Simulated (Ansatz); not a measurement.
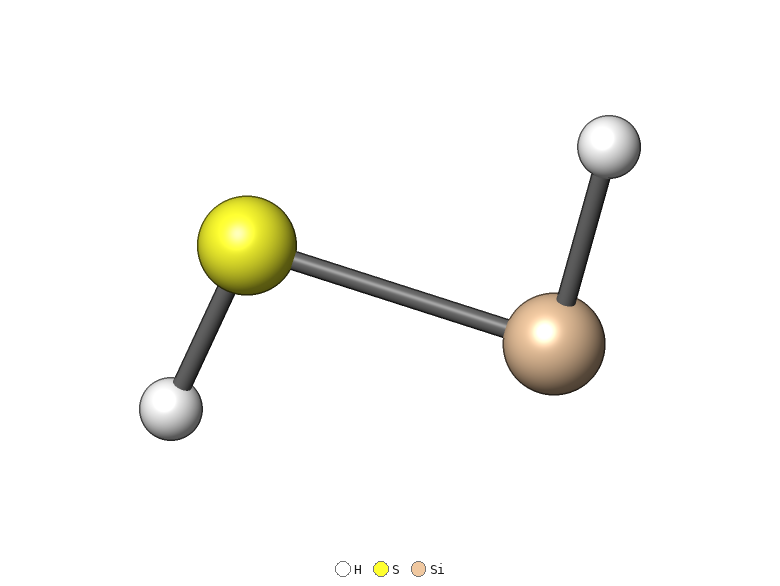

A ball-and-stick model of a molecule. Every bond is drawn as one stick, whatever its order.

The geometry was computed by an optimisation with PBE0-D4/def2-TZVP.

Count the atoms of each element.

Answer. H2SSi, 4 atoms: 2 hydrogen, 1 sulfur and 1 silicon.

Which point group does it belong to?

Answer. Cs.

The parts below concern this one geometry. Atoms keep their numbers from picture to picture.

**Geometry**

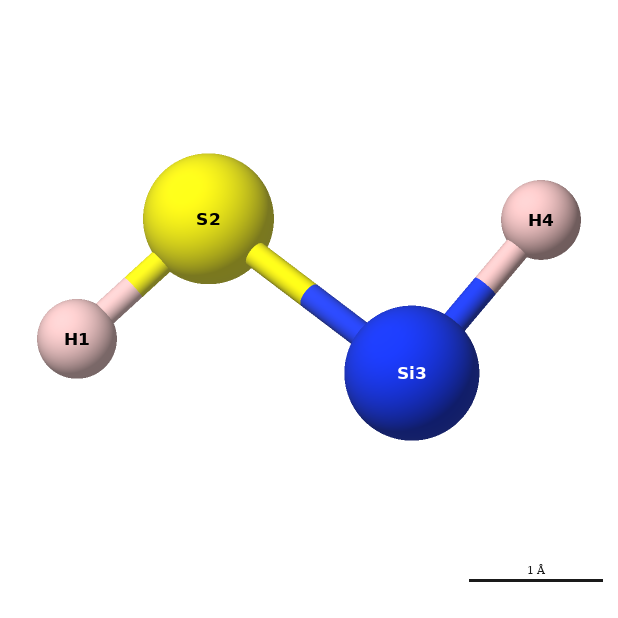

Give the bond lengths.

| bond | length (Å) |
| --- | --- |
| H1–S2 | 1.346 |
| S2–Si3 | 2.115 |
| Si3–H4 | 1.525 |

**Vibrations**

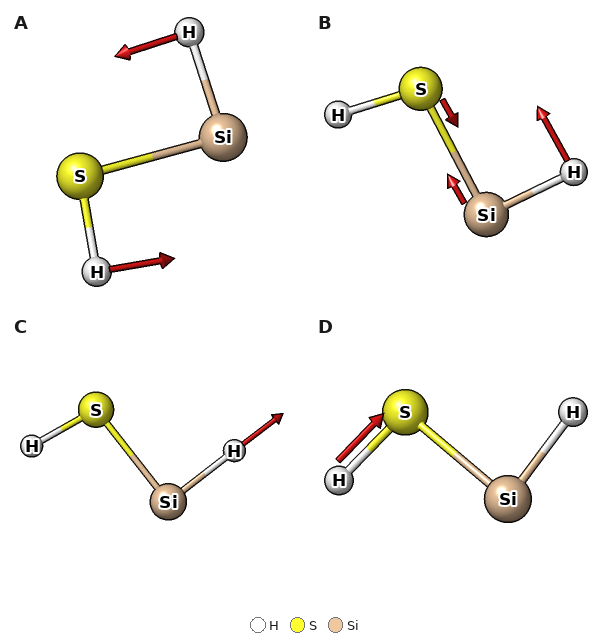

4 normal modes of one molecule or complex, as arrows. Harmonic vibrations computed with RKS PBE0-D4/def2-TZVP (Ansatz 0.2.0) at a stationary point of the same level.

Match the panels to the wavenumbers 524 cm⁻¹, 920 cm⁻¹, 2044 cm⁻¹, 2685 cm⁻¹.

Answer. A: 920 cm⁻¹, angle bending
B: 524 cm⁻¹, S–Si stretching
C: 2044 cm⁻¹, Si–H stretching
D: 2685 cm⁻¹, S–H stretching

**Charges**

The questions are on Mulliken charges. Properties computed with RKS PBE0-D4/def2-TZVP (Ansatz 0.2.0).

Which atom carries the highest charge (most positive or least negative)?

Answer. H1 (0.17 e).

And the lowest?

Answer. S2 (−0.24 e).

Give the Mulliken charges atom by atom.

| atom | value (e) |
| --- | --- |
| H1 | 0.17 |
| S2 | −0.24 |
| Si3 | 0.09 |
| H4 | −0.02 |

**Electronic properties**

Level of theory: RKS PBE0-D4/def2-TZVPP (Ansatz 0.2.0).

Give the HOMO–LUMO gap at this level.

Answer. 4.38 eV.

Estimate the HOMO energy (Kohn–Sham orbital).

Answer. −6.88 eV.

Mulliken values depend strongly on the basis set and can even reverse the polarity of a bond.
